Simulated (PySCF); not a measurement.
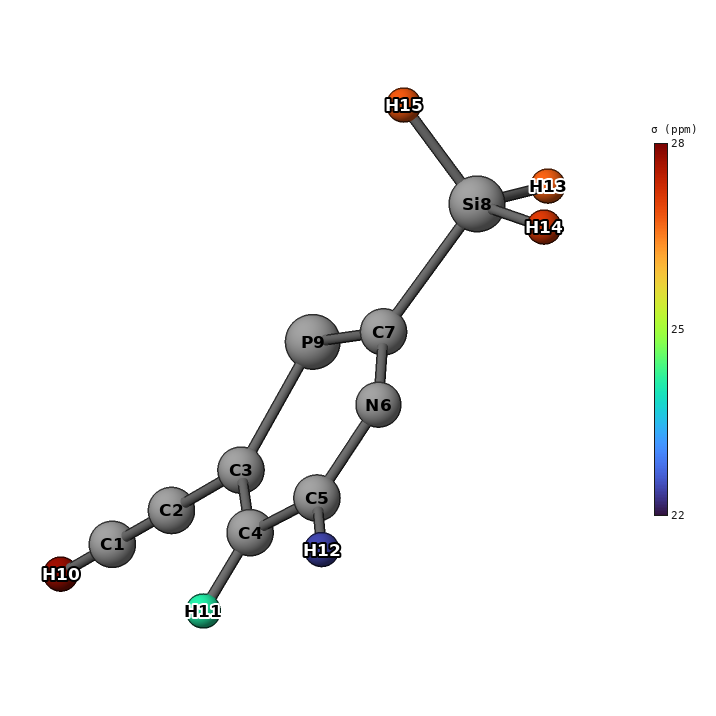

Atoms are coloured by their isotropic NMR shieldings (H only, the others grey). The computed structure is the end point of a GFN2-xTB optimisation. No frequency run is at hand to confirm it as a minimum. Properties computed with GIAO PBE0/pcSseg-1 NMR shielding, non-relativistic, gas phase (PySCF 2.14.0).

> Which H atom is the most shielded (lowest chemical shift)?

H10 (27.75 ppm).

> Which H atom is the least shielded (highest chemical shift)?

H12 (22.43 ppm).

> How wide is the range of H shifts?

5.32 ppm.

List the isotropic NMR shieldings of the H atoms.

```json
{"atom": "H10", "σ (ppm)": "27.75"}
{"atom": "H11", "σ (ppm)": "24.15"}
{"atom": "H12", "σ (ppm)": "22.43"}
{"atom": "H13", "σ (ppm)": "26.74"}
{"atom": "H14", "σ (ppm)": "27.12"}
{"atom": "H15", "σ (ppm)": "26.82"}
```

The geometry is semi-empirical. Around P, Si such bond lengths and angles can be off by a tenth of an ångström or more and by several degrees, and values that hang on the shape move with them.
